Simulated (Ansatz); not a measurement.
# CAM-B3LYP/STO-3G run of AlClO (SMILES [O]=[Al][Cl])

Aim: the vertical ionisation energy of AlClO at CAM-B3LYP/STO-3G, from 2 runs. 

The results are computed with Ansatz 0.2.0.

66 further runs of the same task are left out: 6 that didn't finish, 60 set aside as unsound or not needed.

### Step 1. The structure to begin with

AlClO: 3 atoms, total charge 0, spin state singlet. As SMILES, `[O]=[Al][Cl]`. The shape comes from GFN2-xTB, which is rough for such elements, and wasn't checked as a minimum.

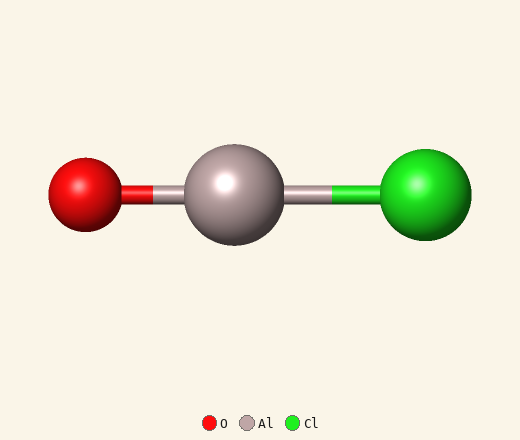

Viewed from a chosen angle; oxygen red, aluminium light grey, chlorine green.

### Step 2. The energy at CAM-B3LYP/STO-3G

File job.yaml:

```yaml
crystal:
  periodic: [false, false, false]
  atoms:
    - {symbol: O, position_ang: [0.107470, 1.694260, 0.245960]}
    - {symbol: Al, position_ang: [0.009340, 0.147220, 0.021380]}
    - {symbol: Cl, position_ang: [-0.116820, -1.841490, -0.267330]}
basis:
  gaussian: {orbitals: STO-3G}
hamiltonian: {xc: {name: CAM-B3LYP}}
accuracy: high
```

Started as:

```sh
$ ansatz run job.yaml --threads 1 --pin off --max-ram 2610MiB --events-out events.jsonl --progress --plain --runs-dir runs
```

The log of the run:

```text
Warning: RAYON_NUM_THREADS=1 ignored (pool sized by the plan → 1); use --threads N
Functional definition: CAM-B3LYP
  name "CAM-B3LYP"
  parameter alpha = 0.19
  parameter beta = 0.46
  parameter omega = 0.33/bohr
  parameter ac = 0.81
  exchange = (1 - alpha - beta)*b88_x + beta*b88_x_sr(omega) + alpha*exact_x + beta*exact_x_lr(omega)
  correlation = (1 - ac)*vwn5_c + ac*lyp_c
396 factors; integrals over basis functions are off by at most 1.7e-8 eV
148 factors; integrals over basis functions are off by at most 8.8e-10 eV
mean field evaluation 1: about -20911.9701 eV, gradient 4.3e1 eV
mean field evaluation 2: about -20816.6889 eV, gradient 1.9e2 eV
mean field evaluation 4: about -20920.5692 eV, gradient 7.9e0 eV
mean field evaluation 8: about -20920.7349 eV, gradient 9.6e-2 eV
mean field evaluation 16: about -20920.7349 eV, gradient 3.3e-6 eV
mean field -20920.73492258 eV, -768.8228278212 hartree, gradient 1.3e-8 eV, S^2 0.000000; 0 other end points of the search recorded, 0 dependent functions left out
reference -20920.73493383 eV, -768.8228282347 hartree; 19, 19 occupied and 4, 4 virtual orbitals, 396 factors
Total energy: -20920.73493383 eV, -768.8228282347 hartree
```

Run time: 1 s. Hardware: 1 thread of Arm Neoverse V2, shared host; peak memory 0.095 GiB.

### Step 3. The doublet cation at the same level

File in.yaml:

```yaml
crystal:
  periodic: [false, false, false]
  atoms:
    - {symbol: O, position_ang: [0.107470, 1.694260, 0.245960]}
    - {symbol: Al, position_ang: [0.009340, 0.147220, 0.021380]}
    - {symbol: Cl, position_ang: [-0.116820, -1.841490, -0.267330]}
basis:
  gaussian:
    orbitals: STO-3G
total_charge: 1
magnetization:
  spin_polarized: true
  initial_magnetization: 1
hamiltonian:
  xc: {name: CAM-B3LYP}
accuracy: high
```

Started as:

```sh
$ ansatz run in.yaml --threads 1 --pin off --max-ram 2610MiB --events-out events.jsonl --progress --plain --runs-dir runs
```

The log of the run (excerpt; [...] marks lines left out):

```text
Warning: RAYON_NUM_THREADS=1 ignored (pool sized by the plan → 1); use --threads N
Functional definition: CAM-B3LYP
  name "CAM-B3LYP"
[...]
396 factors; integrals over basis functions are off by at most 1.7e-8 eV
148 factors; integrals over basis functions are off by at most 8.8e-10 eV
[...]
mean field -20914.04434657 eV, -768.5769536882 hartree, gradient 1.7e-8 eV, S^2 0.754069; 1 other end points of the search recorded, 0 dependent functions left out
reference -20914.04435801 eV, -768.5769541084 hartree; 19, 18 occupied and 4, 5 virtual orbitals, 396 factors
Total energy: -20914.04435801 eV, -768.5769541084 hartree
```

Run time: 25 s. Hardware: 1 thread of Arm Neoverse V2, shared host; peak memory 0.15 GiB.

### Step 4. Outcome

Level: CAM-B3LYP/STO-3G.

| quantity | value |
| --- | --- |
| singlet AlClO: total energy | -768.82283 Eh |
| doublet cation: total energy | -768.57695 Eh |
| doublet cation: ⟨S²⟩ | 0.754 |
| vertical ionisation energy (to the doublet cation) | 6.691 eV |

What this shows: The vertical ionisation energy comes to 6.69 eV (646 kJ/mol). In a minimal basis such a difference can be off by several eV, whatever the method.
